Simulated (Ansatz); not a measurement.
BrGeH$_{3}$O$_{3}$···HF

The calculation's input:

```
crystal:
  periodic: [false, false, false]
  atoms:
    - { symbol: Ge, position_ang: [0.0, 0.0, 0.0] }
    - { symbol: F, position_ang: [0.0, 0.0, 2.03] }
    - { symbol: O, position_ang: [1.6691, 0.0, -0.5894] }
    - { symbol: H, position_ang: [1.9855, -0.9521, -0.7061] }
    - { symbol: O, position_ang: [-0.8337, 1.4443, -0.5894] }
    - { symbol: H, position_ang: [-1.7915, 1.2136, -0.8118] }
    - { symbol: O, position_ang: [-0.8337, -1.4443, -0.5894] }
    - { symbol: H, position_ang: [-1.2883, -1.91, 0.183] }
    - { symbol: Br, position_ang: [1.416, 2.1354, 0.8514] }
    - { symbol: H, position_ang: [0.6553, 0.9883, 1.9769] }
basis:
  gaussian: { orbitals: def2-SVP }
hamiltonian:
  xc: pbe
relax:
  f_tol: 0.15
  max_steps: 25
  restrain:
    - { distance: [0, 8], at: 2.4, k: 30.0 }
    - { distance: [9, 1], at: 0.92, k: 30.0 }
    - { distance: [0, 1], at: 2.88, k: 30.0 }
    - { distance: [9, 8], at: 2.75, k: 30.0 }
output:
  orbitals: {}
```

Run with:

```sh
ansatz run input.yaml --threads 4 --pin off --max-ram 5120MiB --backend cpu --events-out ev --progress --plain --runs-dir out
```

The fields are those of the run's last geometry, not of the input's.

Not at a stationary point (largest force 0.6 eV/Å).

Theory: RKS PBE/def2-SVP in Ansatz.

What can the converged electron density and electron localisation function tell about the bonding?

Answer. F2···H8 (1.88 Å): the density falls to about 0.19 e/Å³ on the way; the ELF dips to about 0.10 between them (a closed-shell contact with the geometry of a hydrogen bond).
Ge–O (1.77 Å): ρ at the midpoint is about 0.97 e/Å³; the ELF peaks at about 0.85 in the valence shell of O, 0.6 Å from its nucleus, and is about 0.30 at the midpoint.
O–H (0.98 Å): ρ at the midpoint is about 3.6 e/Å³; the ELF climbs to about 1 towards the hydrogen, as it does in any bond to H (a covalent bond by its length).

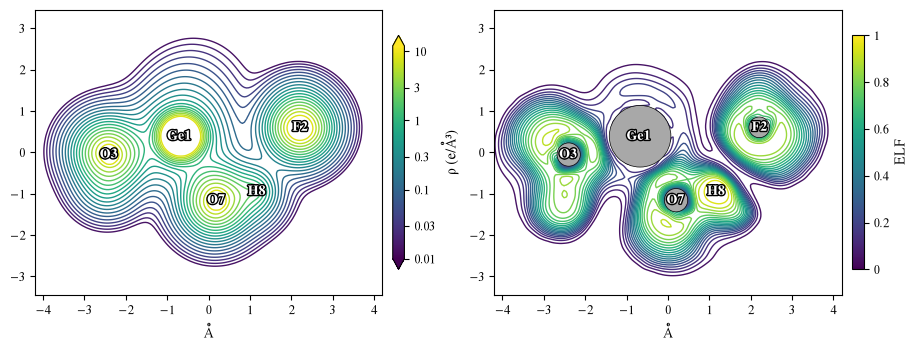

Computed electron density and electron localisation function on the plane of atoms O3, Ge1 and O7, in this order. Grey discs cover the atomic cores in the ELF map. 
